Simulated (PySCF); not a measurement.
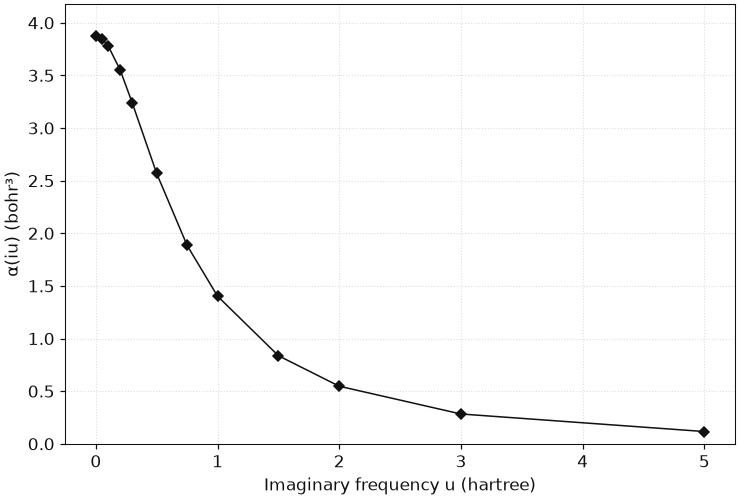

*Dipole polarisability at imaginary frequency of C⁺ ([He] 2s 2p²). Coupled response at the HF level; PySCF, aug-cc-pVTZ plus 1 diffuse shell for each l, non-relativistic, unrestricted single determinants, no spin-orbit coupling.*

The static dipole polarisability is 3.87 bohr³; α(iu) falls to half of it near u = 0.73 hartree. The Casimir–Polder integral gives C₆ = 8.27 hartree bohr⁶ for two such species.

## Atomic calculation for C⁺

System: C⁺, configuration 1s2 2s1 2p2, multiplicity 4.
Method: unrestricted HF, aug-cc-pVTZ plus 1 even-tempered diffuse shell per l, non-relativistic, point nucleus (PySCF).

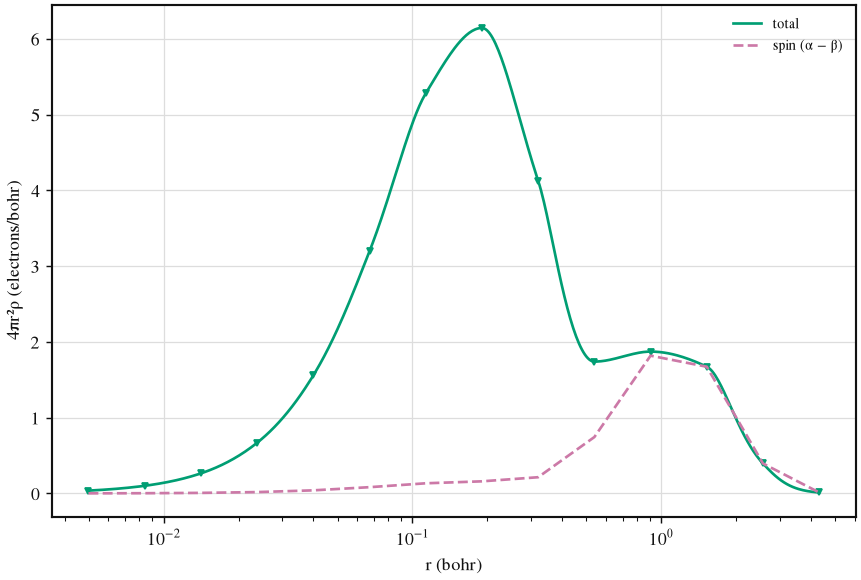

*Spherically averaged radial density 4πr²ρ of the mean field and its spin part; markers are the stored points, which are sparse, and the line is a monotone interpolation between them.*

The largest stored value is 6.14 electrons/bohr at r = 0.19 bohr. Root-mean-square radii of the shells: 1s 0.312, 2s 1.56, 2p 1.62 bohr.

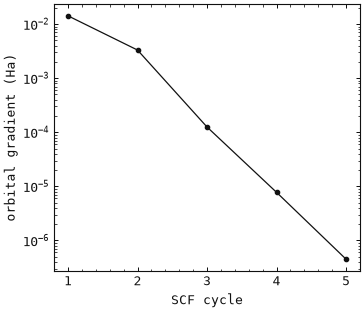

*Convergence: orbital gradient against the SCF cycle.*

The residual falls at every step. It goes from 0.014 to 4.5×10⁻⁷ in 5 steps.

Input and output of the run follow.

**Input file**
```python
from pyscf import gto, scf, dft, mp, cc
import basis_set_exchange as bse
mol = gto.M(atom="C 0 0 0", charge=1, spin=3, symmetry="D2h",
            basis=gto.basis.parse(bse.get_basis("aug-cc-pVTZ", elements=["C"], fmt="nwchem", augment_diffuse=1)))
mf = scf.UHF(mol)
mf.irrep_nelec = {'Ag': (2, 1), 'B1u': (1, 0), 'B2u': (1, 0)}
mf.kernel()
```

The script is an equivalent of what the driver set up; the driver started from orbitals of its own, so the log can be shorter than this script's would be, and it computed the properties (radii, ⟨L²⟩, response) afterwards. It held the occupations shell by shell, which the script's counts by irreducible representation don't always enforce.

**Output (extracts)**
```
damping factor = 0
level_shift factor = 0
DIIS = <class 'pyscf.scf.diis.CDIIS'>
diis_start_cycle = 1
diis_space = 10
diis_damp = 0
SCF conv_tol = 1e-09
SCF conv_tol_grad = None
number electrons alpha = 4  beta = 1
cycle= 1 E= -37.160468287418  delta_E= -0.00204  |g|= 0.0142  |ddm|= 0.0378
cycle= 2 E= -37.1605770198985  delta_E= -0.000109  |g|= 0.00331  |ddm|= 0.00937
cycle= 3 E= -37.1605838986411  delta_E= -6.88e-06  |g|= 0.000125  |ddm|= 0.0031
cycle= 4 E= -37.1605839091528  delta_E= -1.05e-08  |g|= 7.75e-06  |ddm|= 0.000163
cycle= 5 E= -37.1605839091963  delta_E= -4.35e-11  |g|= 4.5e-07  |ddm|= 1.2e-05
converged SCF energy = -37.1605839091963  <S^2> = 3.7500074  2S+1 = 4.0000037
```

**Key numbers**

```
                                             quantity                      value
                                              outcome                  converged
                                         total energy         −37.160584 hartree
                                       kinetic energy          37.148148 hartree
−E/T (1 by the virial theorem at the basis-set limit)                     1.0003
                                                 ⟨S²⟩                      3.750
                                                 ⟨L²⟩                       2.01
                                static polarisability                 3.87 bohr³
                                  C₆ of the like pair         8.27 hartree bohr⁶
                                       SCF iterations                          5
                                             hardware  1 CPU thread, shared host
                                             CPU time    2.3 s (integrals apart)
```

**Notes**

This is not the ground configuration of the species.
